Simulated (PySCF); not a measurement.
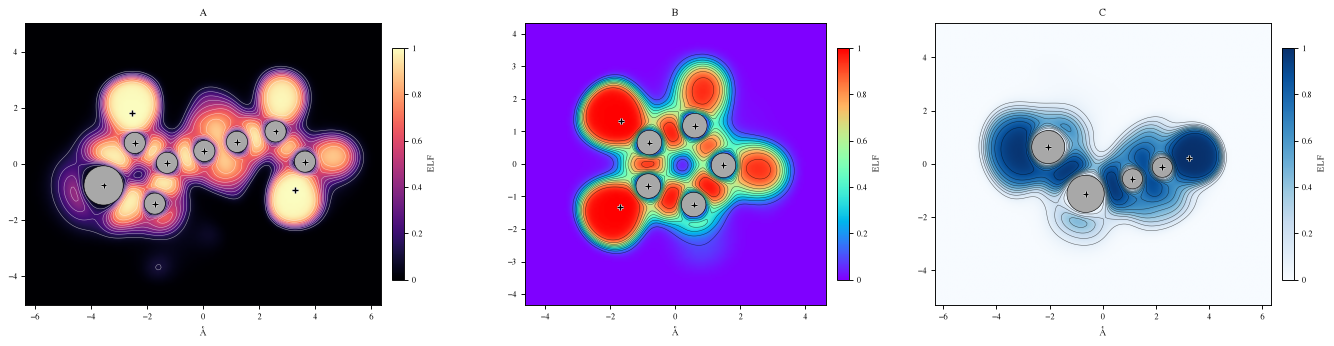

The electron localisation function of 3 systems, each on a plane through atoms (crosses mark nuclei in the plane; grey discs cover the cores).

Computed with PySCF 2.14.0, PBE0/pcSseg-1, SCF density, gas phase, non-relativistic.

System 1: C6H6F2, the plane of atoms C5, C6 and C8. Geometry: PBE0-D3(BJ)/def2-SVP.

| atom | x (Å) | y (Å) | z (Å) |
| --- | --- | --- | --- |
| F | 1.2156 | -1.6279 | -1.4038 |
| C | 0.6839 | -1.0882 | -0.2758 |
| F | 0.6373 | -2.1005 | 0.6305 |
| C | 1.5073 | 0.0644 | 0.2336 |
| C | 0.8055 | 1.2021 | 0.1919 |
| C | -0.5844 | 0.9777 | -0.2953 |
| C | -1.4229 | 0.0919 | 0.5923 |
| C | -0.6814 | -0.4981 | -0.5655 |
| H | 2.5193 | -0.0785 | 0.6149 |
| H | 1.1695 | 2.1785 | 0.5200 |
| H | -1.0728 | 1.7169 | -0.9349 |
| H | -2.5099 | 0.1570 | 0.4967 |
| H | -1.0584 | -0.1131 | 1.6029 |
| H | -1.2234 | -0.9024 | -1.4226 |

System 2: C3H9PSSi2 (SMILES C#C[SiH2]P[SiH2]SC), the plane of atoms C2, Si3 and P4. Geometry: GFN2-xTB.

| atom | x (Å) | y (Å) | z (Å) |
| --- | --- | --- | --- |
| C | -3.3078 | 1.4433 | 0.9762 |
| C | -2.6857 | 0.7580 | 0.2075 |
| Si | -1.6775 | -0.3376 | -0.8911 |
| P | -0.0547 | -1.3675 | 0.2813 |
| Si | 0.9364 | 0.3540 | 1.2967 |
| S | 1.9384 | 1.5547 | -0.1728 |
| C | 2.6696 | 0.2612 | -1.2251 |
| H | -3.8625 | 2.0516 | 1.6322 |
| H | -1.0373 | 0.4701 | -1.9321 |
| H | -2.5300 | -1.3993 | -1.4339 |
| H | -0.8328 | -1.6777 | 1.3746 |
| H | 0.0705 | 1.3144 | 1.9665 |
| H | 1.9316 | -0.2110 | 2.2100 |
| H | 2.9788 | 0.7388 | -2.1485 |
| H | 3.5293 | -0.1709 | -0.7225 |
| H | 1.9261 | -0.5056 | -1.4304 |

System 3: C9H12Si, the plane of atoms C2, Si3 and C4. Geometry: GFN2-xTB.

```xyz
22

C     1.9036    0.3584    1.3328
C     1.8714   -0.8965    0.4746
Si    3.4358   -1.3564   -0.5701
C     2.0558   -0.9970   -1.7939
C     1.1389   -0.7161   -0.8439
C    -0.2003   -0.3350   -0.9551
C    -1.3619   -0.0081   -1.0078
C    -2.7299    0.3863   -1.0594
C    -3.1224    1.7381   -0.5153
C    -3.5054    0.5018    0.2290
H     0.8972    0.6408    1.6440
H     2.5055    0.1965    2.2255
H     2.3321    1.1897    0.7754
H     1.4330   -1.7114    1.0573
H     3.9101   -2.7335   -0.4354
H     4.5412   -0.4022   -0.4924
H     1.9000   -0.9849   -2.8612
H    -3.2619    0.0315   -1.9357
H    -3.8904    2.2858   -1.0405
H    -2.3411    2.3601   -0.1053
H    -4.5399    0.1929    0.2266
H    -2.9819    0.2785    1.1465
```

**Which map belongs to which system?**

Panel A is system 3, C9H12Si: the plane holds C, Si and H. C–C (1.21 Å): the ELF peaks at about 0.85 between the atoms (a multiple bond). Panel B is system 1, C6H6F2: the plane holds C and H. C–C (1.34 Å): the ELF peaks at about 0.90 between the atoms: a short, multiple covalent bond. Panel C is system 2, C3H9PSSi2: the plane holds C, Si, P and H. C–C (1.20 Å): the ELF peaks at about 0.85 between the atoms; a multiple bond.
